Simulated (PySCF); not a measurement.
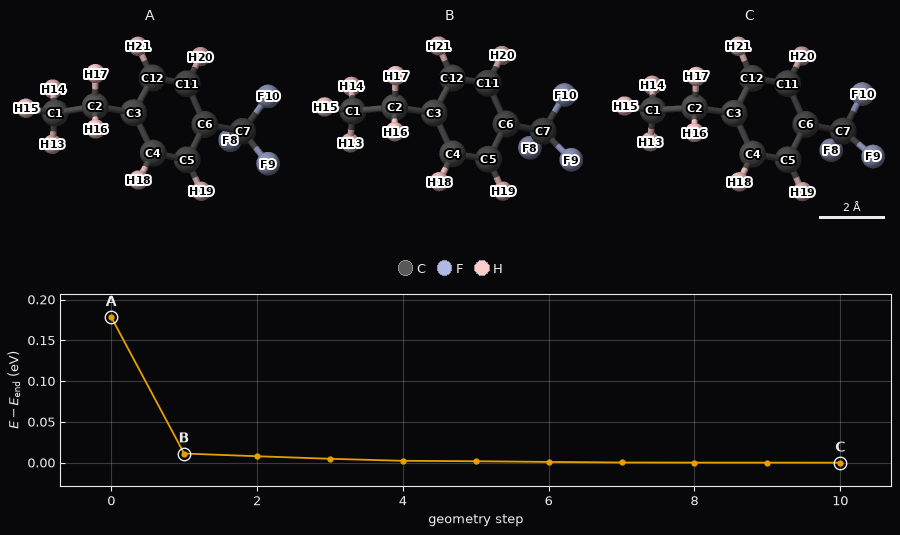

Frames of a relaxation of C9H9F3, marked on the history of the run. Style: ball-and-stick. Shown at a tilt.

The start comes from GFN2-xTB. Its atoms were then displaced at random by about 0.01 Å.

Method: PBE0-D3(BJ)/def2-SVP geometry optimisation, gas phase in PySCF 2.14.0, density-fitted response routines. 

What happens along the run?

Answer. After 10 geometry steps the energy has fallen by 0.179 eV. The atom that moves furthest after the best rigid fit is F8 (0.33 Å). Largest moves by element: F 0.33 Å, H 0.13 Å, C 0.11 Å. Some distances before and after: C4–C5 1.350 → 1.390 Å, C1–H13 1.066 → 1.101 Å, C11–C12 1.367 → 1.392 Å, C2–H16 1.078 → 1.102 Å. Among the angles between lasting bonds that change: C3–C4–H18 115.6° → 119.4°, C1–C2–C3 109.1° → 112.4°, C2–C1–H13 114.3° → 111.0°. From step 0 to 1: F8 moves most (0.25 Å), energy −0.167 eV. From step 1 to 10: F9 moves most (0.12 Å), energy −0.011 eV.
